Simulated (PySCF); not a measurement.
## GaPH₆: geometry relaxation (part 2 of 4)

Continued. System: GaPH₆. Method: BHLYP/LANL2DZ, RKS, dispersion D3(0), core potentials lanl2dz (PySCF 2.14.0). The atoms were displaced at random from an optimised geometry.

Geometry of the input (Å):
```
P  -0.5007  -0.0422  -0.8458
Ga 0.8330  0.0201  1.4412
H  -1.9643  0.0075  -0.8638
H  -0.4892  -0.9918  -1.8447
H  -0.3132  1.0761  -1.7624
H  0.2188  1.4283  1.7568
H  2.2154  -0.1296  0.6914
H  0.0791  -1.4050  1.8409
```

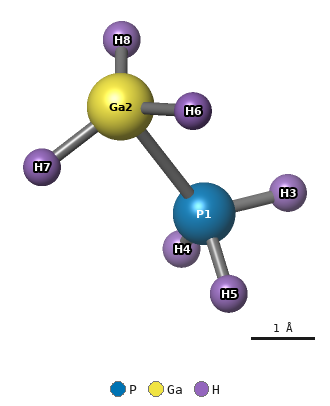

Fig. 1: The structure as given in the input (ball-and-stick view, seen at a tilt; atoms are numbered from 1 in the order of the input). Sticks mark near contacts.

**What the program printed, continued**
```
----------------------------------------------
cycle 10: E = -12.0300293288  dE = -1.51322e-06  norm(grad) = 0.000231084
Step    9 : Displace = 2.813e-03/4.155e-03 (rms/max) Trust = 3.000e-01 (=) Grad = 8.170e-05/1.631e-04 (rms/max) E (change) = -12.0300293288 (-1.513e-06) Quality = 1.267
Hessian Eigenvalues: 9.05406e-03 2.30647e-02 3.56873e-02 ... 1.86375e-01 1.89784e-01 2.48934e-01

Geometry optimization cycle 11
Cartesian coordinates (Angstrom)
 Atom        New coordinates             dX        dY        dZ
   P  -0.577754   0.013607  -0.942754   -0.000182  0.000361 -0.000437
  Ga   0.791742  -0.028123   1.374417    0.000091 -0.000105  0.000665
   H  -1.994255   0.054306  -0.889356   -0.000161  0.000761 -0.000170
   H  -0.416221  -1.071077  -1.841842   -0.000225 -0.000366  0.000652
   H  -0.354192   1.087628  -1.841370    0.000455 -0.000124 -0.000799
   H   0.276474   1.369158   1.899887   -0.000434 -0.000151  0.000144
   H   2.226249  -0.115685   0.719616   -0.000273  0.000279 -0.000234
   H   0.128108  -1.346832   1.935578    0.000811 -0.000707  0.000205
converged SCF energy = -12.0300296327782
--------------- RKS_Scanner gradients ---------------
         x                y                z
0 P    -0.0000067948    -0.0000151427    -0.0000048247
1 Ga    -0.0000328936     0.0000443332    -0.0000183690
2 H     0.0000039448    -0.0000143318     0.0000083769
3 H     0.0000151212     0.0000059801    -0.0000038780
4 H    -0.0000066893     0.0000091249     0.0000114887
5 H     0.0000221881     0.0000023407     0.0000060434
6 H     0.0000047379    -0.0000265935     0.0000079038
7 H    -0.0000001871    -0.0000053228    -0.0000069150
----------------------------------------------
cycle 11: E = -12.0300296328  dE = -3.04019e-07  norm(grad) = 7.69208e-05
Step   10 : Displace = 7.546e-04/1.101e-03 (rms/max) Trust = 3.000e-01 (=) Grad = 2.720e-05/5.818e-05 (rms/max) E (change) = -12.0300296328 (-3.040e-07) Quality = 1.270
Hessian Eigenvalues: 8.16042e-03 1.74332e-02 4.04480e-02 ... 1.86399e-01 1.89771e-01 2.53020e-01

Geometry optimization cycle 12
Cartesian coordinates (Angstrom)
 Atom        New coordinates             dX        dY        dZ
   P  -0.577779   0.013710  -0.942910   -0.000025  0.000102 -0.000156
  Ga   0.791874  -0.028366   1.374748    0.000132 -0.000242  0.000331
   H  -1.994268   0.055144  -0.889460   -0.000013  0.000838 -0.000104
   H  -0.416783  -1.071315  -1.841619   -0.000562 -0.000237  0.000223
   H  -0.353612   1.087409  -1.841744    0.000580 -0.000220 -0.000373
   H   0.275824   1.368818   1.899731   -0.000649 -0.000340 -0.000157
   H   2.226210  -0.115169   0.719487   -0.000038  0.000516 -0.000129
   H   0.128772  -1.347309   1.935968    0.000664 -0.000477  0.000390
converged SCF energy = -12.0300297502724
--------------- RKS_Scanner gradients ---------------
         x                y                z
0 P    -0.0000127997    -0.0000050762    -0.0000566542
1 Ga    -0.0000131633     0.0000205297     0.0000220491
2 H     0.0000006577    -0.0000158349     0.0000169463
3 H     0.0000181525     0.0000139875     0.0000181483
4 H    -0.0000056820     0.0000093032     0.0000141237
5 H     0.0000142666     0.0000059353    -0.0000099380
6 H    -0.0000006960    -0.0000208921    -0.0000028026
7 H    -0.0000013189    -0.0000075616    -0.0000020580
----------------------------------------------
cycle 12: E = -12.0300297503  dE = -1.17494e-07  norm(grad) = 8.38862e-05
Step   11 : Displace = 6.654e-04/9.073e-04 (rms/max) Trust = 3.000e-01 (=) Grad = 2.966e-05/5.830e-05 (rms/max) E (change) = -12.0300297503 (-1.175e-07) Quality = 1.429
Hessian Eigenvalues: 4.48254e-03 1.30000e-02 3.65433e-02 ... 1.86876e-01 1.89856e-01 2.60661e-01

Geometry optimization cycle 13
Cartesian coordinates (Angstrom)
 Atom        New coordinates             dX        dY        dZ
   P  -0.577824   0.013814  -0.943001   -0.000045  0.000105 -0.000091
  Ga   0.792080  -0.028692   1.375128    0.000206 -0.000326  0.000380
   H  -1.994295   0.056803  -0.889796   -0.000027  0.001659 -0.000335
   H  -0.417968  -1.071884  -1.841096   -0.001185 -0.000569  0.000522
   H  -0.352435   1.086728  -1.842469    0.001176 -0.000680 -0.000725
   H   0.274748   1.368109   1.899923   -0.001077 -0.000709  0.000192
   H   2.226228  -0.113991   0.719290    0.000018  0.001178 -0.000197
   H   0.129894  -1.348092   1.936281    0.001122 -0.000783  0.000313
converged SCF energy = -12.0300299035123
--------------- RKS_Scanner gradients ---------------
         x                y                z
0 P    -0.0000106706     0.0000157439    -0.0000761636
1 Ga     0.0000130256    -0.0000171754     0.0000571608
2 H    -0.0000040016    -0.0000168014     0.0000151157
3 H     0.0000178366     0.0000157855     0.0000267458
4 H    -0.0000095664     0.0000062420     0.0000087868
5 H     0.0000038644     0.0000092335    -0.0000241950
6 H    -0.0000060758    -0.0000098687    -0.0000130981
7 H    -0.0000050060    -0.0000027670     0.0000054488
----------------------------------------------
cycle 13: E = -12.0300299035  dE = -1.5324e-07  norm(grad) = 0.000113867
Step   12 : Displace = 1.257e-03/1.662e-03 (rms/max) Trust = 3.000e-01 (=) Grad = 4.026e-05/7.850e-05 (rms/max) E (change) = -12.0300299035 (-1.532e-07) Quality = 1.438
Hessian Eigenvalues: 1.93699e-03 1.23694e-02 3.43982e-02 ... 1.89033e-01 1.91767e-01 2.59505e-01

Geometry optimization cycle 14
Cartesian coordinates (Angstrom)
 Atom        New coordinates             dX        dY        dZ
   P  -0.577917   0.013875  -0.943012   -0.000093  0.000061 -0.000011
  Ga   0.792342  -0.029036   1.375515    0.000262 -0.000344  0.000387
   H  -1.994342   0.059759  -0.890413   -0.000047  0.002956 -0.000618
   H  -0.420137  -1.073058  -1.840038   -0.002169 -0.001175  0.001058
   H  -0.350245   1.085288  -1.843715    0.002191 -0.001440 -0.001246
   H   0.273036   1.366877   1.900795   -0.001712 -0.001232  0.000871
   H   2.226318  -0.111782   0.719023    0.000090  0.002209 -0.000267
   H   0.131733  -1.349367   1.936222    0.001839 -0.001275 -0.000060
converged SCF energy = -12.0300301234453
--------------- RKS_Scanner gradients ---------------
         x                y                z
0 P    -0.0000054833     0.0000411700    -0.0000626726
1 Ga     0.0000430111    -0.0000585530     0.0000802882
2 H    -0.0000079447    -0.0000167575     0.0000029516
3 H     0.0000139367     0.0000114176     0.0000204405
4 H    -0.0000160306     0.0000002575    -0.0000024516
5 H    -0.0000069543     0.0000108596    -0.0000323057
6 H    -0.0000107016     0.0000041098    -0.0000201027
7 H    -0.0000104375     0.0000078880     0.0000136394
----------------------------------------------
cycle 14: E = -12.0300301234  dE = -2.19933e-07  norm(grad) = 0.000144355
Step   13 : Displace = 2.242e-03/2.971e-03 (rms/max) Trust = 3.000e-01 (=) Grad = 5.104e-05/1.083e-04 (rms/max) E (change) = -12.0300301234 (-2.199e-07) Quality = 1.470
Hessian Eigenvalues: 8.97193e-04 1.22253e-02 3.31468e-02 ... 1.89665e-01 1.97147e-01 2.54120e-01

Geometry optimization cycle 15
Cartesian coordinates (Angstrom)
 Atom        New coordinates             dX        dY        dZ
   P  -0.578067   0.013823  -0.942912   -0.000150 -0.000053  0.000101
  Ga   0.792621  -0.029341   1.375836    0.000279 -0.000305  0.000321
   H  -1.994373   0.064896  -0.891325   -0.000031  0.005136 -0.000912
   H  -0.423945  -1.075302  -1.838025   -0.003808 -0.002244  0.002013
   H  -0.346274   1.082592  -1.845744    0.003970 -0.002696 -0.002029
   H   0.270225   1.364829   1.902754   -0.002811 -0.002048  0.001960
   H   2.226496  -0.107879   0.718658    0.000178  0.003903 -0.000365
   H   0.134767  -1.351497   1.935347    0.003034 -0.002130 -0.000874
converged SCF energy = -12.0300304471844
--------------- RKS_Scanner gradients ---------------
         x                y                z
0 P    -0.0000005275     0.0000614163    -0.0000172470
1 Ga     0.0000731694    -0.0000921784     0.0000844443
2 H    -0.0000118917    -0.0000142881    -0.0000177768
3 H     0.0000066409     0.0000003150    -0.0000002125
4 H    -0.0000209485    -0.0000054924    -0.0000175471
5 H    -0.0000166140     0.0000100517    -0.0000300832
6 H    -0.0000134759     0.0000186176    -0.0000218410
7 H    -0.0000169641     0.0000219439     0.0000200358
----------------------------------------------
cycle 15: E = -12.0300304472  dE = -3.23739e-07  norm(grad) = 0.000173182
Step   14 : Displace = 3.936e-03/5.132e-03 (rms/max) Trust = 3.000e-01 (=) Grad = 6.123e-05/1.448e-04 (rms/max) E (change) = -12.0300304472 (-3.237e-07) Quality = 1.413
Hessian Eigenvalues: 5.51544e-04 1.21561e-02 3.22004e-02 ... 1.86539e-01 1.89866e-01 2.56015e-01

Geometry optimization cycle 16
Cartesian coordinates (Angstrom)
 Atom        New coordinates             dX        dY        dZ
   P  -0.578177   0.013587  -0.942705   -0.000109 -0.000236  0.000207
  Ga   0.792714  -0.029417   1.375822    0.000093 -0.000076 -0.000014
   H  -1.994269   0.070973  -0.892029    0.000104  0.006077 -0.000703
   H  -0.428482  -1.078140  -1.835480   -0.004537 -0.002838  0.002545
   H  -0.341380   1.079273  -1.847908    0.004894 -0.003319 -0.002163
   H   0.266956   1.362532   1.905284   -0.003269 -0.002298  0.002530
   H   2.226698  -0.103252   0.718349    0.000202  0.004627 -0.000309
   H   0.138215  -1.353979   1.933527    0.003448 -0.002481 -0.001821
converged SCF energy = -12.0300307916976
--------------- RKS_Scanner gradients ---------------
         x                y                z
0 P    -0.0000038670     0.0000571608     0.0000306589
1 Ga     0.0000812848    -0.0000874172     0.0000587630
2 H    -0.0000096170    -0.0000092205    -0.0000338838
3 H    -0.0000005478    -0.0000097510    -0.0000210989
4 H    -0.0000180864    -0.0000082320    -0.0000229909
5 H    -0.0000179321     0.0000050222    -0.0000155041
6 H    -0.0000116950     0.0000240454    -0.0000154300
7 H    -0.0000201507     0.0000287621     0.0000192499
----------------------------------------------
cycle 16: E = -12.0300307917  dE = -3.44513e-07  norm(grad) = 0.000166907
Step   15 : Displace = 4.708e-03/6.101e-03 (rms/max) Trust = 3.000e-01 (=) Grad = 5.901e-05/1.330e-04 (rms/max) E (change) = -12.0300307917 (-3.445e-07) Quality = 1.386
Hessian Eigenvalues: 4.51367e-04 1.20910e-02 3.09675e-02 ... 1.86561e-01 1.89794e-01 2.58073e-01

Geometry optimization cycle 17
Cartesian coordinates (Angstrom)
 Atom        New coordinates             dX        dY        dZ
   P  -0.578126   0.013253  -0.942493    0.000051 -0.000334  0.000212
  Ga   0.792526  -0.029252   1.375440   -0.000188  0.000165 -0.000383
   H  -1.993985   0.075723  -0.892020    0.000285  0.004750  0.000008
   H  -0.432044  -1.080500  -1.833367   -0.003563 -0.002360  0.002113
   H  -0.337377   1.076646  -1.849344    0.004002 -0.002626 -0.001436
   H   0.264341   1.360880   1.907206   -0.002615 -0.001651  0.001922
   H   2.226836  -0.099693   0.718259    0.000138  0.003558 -0.000090
   H   0.140810  -1.355940   1.931416    0.002594 -0.001962 -0.002110
converged SCF energy = -12.0300310398413
--------------- RKS_Scanner gradients ---------------
         x                y                z
0 P    -0.0000120193     0.0000251648     0.0000465728
1 Ga     0.0000570624    -0.0000436189     0.0000177099
2 H    -0.0000042584    -0.0000031941    -0.0000323379
3 H    -0.0000032105    -0.0000114519    -0.0000253519
4 H    -0.0000062751    -0.0000039056    -0.0000143003
5 H    -0.0000099754    -0.0000008196     0.0000020563
6 H    -0.0000061376     0.0000163977    -0.0000052018
7 H    -0.0000157922     0.0000217790     0.0000106170
----------------------------------------------
cycle 17: E = -12.0300310398  dE = -2.48144e-07  norm(grad) = 0.000108678
Step   16 : Displace = 3.734e-03/4.837e-03 (rms/max) Trust = 3.000e-01 (=) Grad = 3.842e-05/7.398e-05 (rms/max) E (change) = -12.0300310398 (-2.481e-07) Quality = 1.285
Hessian Eigenvalues: 4.80747e-04 1.20081e-02 2.87927e-02 ... 1.86601e-01 1.89796e-01 2.56153e-01

Geometry optimization cycle 18
Cartesian coordinates (Angstrom)
 Atom        New coordinates             dX        dY        dZ
   P  -0.577937   0.013081  -0.942423    0.000189 -0.000172  0.000070
  Ga   0.792259  -0.029082   1.375058   -0.000267  0.000170 -0.000381
   H  -1.993689   0.077006  -0.891423    0.000296  0.001283  0.000597
   H  -0.433011  -1.081220  -1.832729   -0.000967 -0.000720  0.000638
   H  -0.336206   1.075979  -1.849563    0.001172 -0.000667 -0.000219
   H   0.263506   1.360556   1.907498   -0.000835 -0.000324  0.000291
   H   2.226872  -0.098830   0.718403    0.000036  0.000863  0.000144
   H   0.141448  -1.356539   1.930368    0.000639 -0.000599 -0.001048
converged SCF energy = -12.0300311310914
--------------- RKS_Scanner gradients ---------------
         x                y                z
0 P    -0.0000157030    -0.0000022659     0.0000252259
1 Ga     0.0000231603    -0.0000045161    -0.0000041819
2 H     0.0000003238    -0.0000000801    -0.0000180078
3 H    -0.0000012121    -0.0000050517    -0.0000124377
4 H     0.0000032464     0.0000009230    -0.0000008610
5 H    -0.0000013736    -0.0000025741     0.0000075518
6 H    -0.0000017401     0.0000051705    -0.0000003447
7 H    -0.0000073046     0.0000087404     0.0000028238
----------------------------------------------
cycle 18: E = -12.0300311311  dE = -9.12501e-08  norm(grad) = 4.70501e-05
Step   17 : Displace = 1.097e-03/1.413e-03 (rms/max) Trust = 3.000e-01 (=) Grad = 1.663e-05/2.980e-05 (rms/max) E (change) = -12.0300311311 (-9.125e-08) Quality = 1.275
Hessian Eigenvalues: 5.21630e-04 1.19033e-02 2.50819e-02 ... 1.86518e-01 1.89808e-01 2.52825e-01

Geometry optimization cycle 19
Cartesian coordinates (Angstrom)
 Atom        New coordinates             dX        dY        dZ
   P  -0.577752   0.013074  -0.942445    0.000185 -0.000006 -0.000022
  Ga   0.792117  -0.029038   1.374889   -0.000142  0.000044 -0.000169
   H  -1.993486   0.076782  -0.890866    0.000202 -0.000224  0.000557
   H  -0.432855  -1.081144  -1.832799    0.000156  0.000076 -0.000070
   H  -0.336391   1.076166  -1.849437   -0.000186  0.000187  0.000126
   H   0.263482   1.360714   1.907129   -0.000024  0.000158 -0.000368
   H   2.226897  -0.099101   0.718598    0.000025 -0.000271  0.000195
   H   0.141287  -1.356532   1.930142   -0.000162  0.000007 -0.000226
converged SCF energy = -12.030031157537
--------------- RKS_Scanner gradients ---------------
         x                y                z
0 P    -0.0000119380    -0.0000107029     0.0000056526
1 Ga     0.0000028991     0.0000084984    -0.0000062754
2 H     0.0000004286     0.0000002965    -0.0000067881
3 H     0.0000011200    -0.0000003581    -0.0000015638
4 H     0.0000060119     0.0000037761     0.0000047444
5 H     0.0000021130    -0.0000010709     0.0000046068
6 H    -0.0000002945    -0.0000008179    -0.0000005502
7 H    -0.0000009426     0.0000007267    -0.0000000556
----------------------------------------------
cycle 19: E = -12.0300311575  dE = -2.64456e-08  norm(grad) = 2.36945e-05
Step   18 : Displace = 3.456e-04/6.223e-04 (rms/max) Trust = 3.000e-01 (=) Grad = 8.377e-06/1.700e-05 (rms/max) E (change) = -12.0300311575 (-2.645e-08) Quality = 1.368
Hessian Eigenvalues: 5.25335e-04 1.18547e-02 2.14575e-02 ... 1.86559e-01 1.89896e-01 2.54646e-01

Geometry optimization cycle 20
Cartesian coordinates (Angstrom)
 Atom        New coordinates             dX        dY        dZ
   P  -0.577607   0.013123  -0.942482    0.000145  0.000048 -0.000037
  Ga   0.792084  -0.029068   1.374846   -0.000034 -0.000031 -0.000043
   H  -1.993327   0.076801  -0.890507    0.000159  0.000019  0.000359
   H  -0.432888  -1.081135  -1.832795   -0.000033  0.000010  0.000004
   H  -0.336477   1.076204  -1.849533   -0.000085  0.000039 -0.000096
   H   0.263369   1.360715   1.906922   -0.000114  0.000001 -0.000207
   H   2.226966  -0.099163   0.718773    0.000070 -0.000062  0.000175
   H   0.141275  -1.356612   1.930025   -0.000012 -0.000079 -0.000118
converged SCF energy = -12.0300311673097
--------------- RKS_Scanner gradients ---------------
         x                y                z
0 P    -0.0000072106    -0.0000084869    -0.0000033905
1 Ga    -0.0000061572     0.0000085546    -0.0000031402
2 H     0.0000007553     0.0000001880    -0.0000015228
3 H     0.0000017031     0.0000016545     0.0000034994
4 H     0.0000051353     0.0000031277     0.0000055778
5 H     0.0000026157     0.0000002658     0.0000006575
6 H    -0.0000000495    -0.0000024451    -0.0000016409
7 H     0.0000026059    -0.0000025099    -0.0000002703
----------------------------------------------
cycle 20: E = -12.0300311673  dE = -9.77266e-09  norm(grad) = 1.9332e-05
Step   19 : Displace = 1.983e-04/3.795e-04 (rms/max) Trust = 3.000e-01 (=) Grad = 6.835e-06/1.164e-05 (rms/max) E (change) = -12.0300311673 (-9.773e-09) Quality = 1.463
Hessian Eigenvalues: 5.25246e-04 1.19170e-02 1.69712e-02 ... 1.86640e-01 1.89862e-01 2.58233e-01

Geometry optimization cycle 21
Cartesian coordinates (Angstrom)
 Atom        New coordinates             dX        dY        dZ
   P  -0.577469   0.013195  -0.942529    0.000139  0.000072 -0.000048
  Ga   0.792115  -0.029122   1.374850    0.000031 -0.000054  0.000004
   H  -1.993178   0.076890  -0.890205    0.000149  0.000089  0.000302
   H  -0.432995  -1.081152  -1.832772   -0.000107 -0.000017  0.000023
   H  -0.336564   1.076179  -1.849749   -0.000087 -0.000025 -0.000216
   H   0.263251   1.360646   1.906824   -0.000117 -0.000069 -0.000098
   H   2.227095  -0.099149   0.718985    0.000128  0.000014  0.000212
   H   0.141284  -1.356708   1.929901    0.000009 -0.000096 -0.000124
converged SCF energy = -12.0300311742865
--------------- RKS_Scanner gradients ---------------
         x                y                z
0 P    -0.0000012826    -0.0000025372    -0.0000052965
1 Ga    -0.0000099300     0.0000036027     0.0000005301
2 H     0.0000001359    -0.0000000970     0.0000006399
3 H     0.0000013985     0.0000020243     0.0000046697
4 H     0.0000026578     0.0000012512     0.0000037634
5 H     0.0000019658     0.0000012704    -0.0000024421
6 H     0.0000000288    -0.0000022217    -0.0000024614
7 H     0.0000044252    -0.0000029431     0.0000003656
----------------------------------------------
cycle 21: E = -12.0300311743  dE = -6.97685e-09  norm(grad) = 1.58084e-05
Step   20 : Displace = 2.023e-04/3.293e-04 (rms/max) Trust = 3.000e-01 (=) Grad = 5.589e-06/1.058e-05 (rms/max) E (change) = -12.0300311743 (-6.977e-09) Quality = 1.542
Hessian Eigenvalues: 5.16741e-04 1.18983e-02 1.31750e-02 ... 1.86831e-01 1.89911e-01 2.55954e-01
```
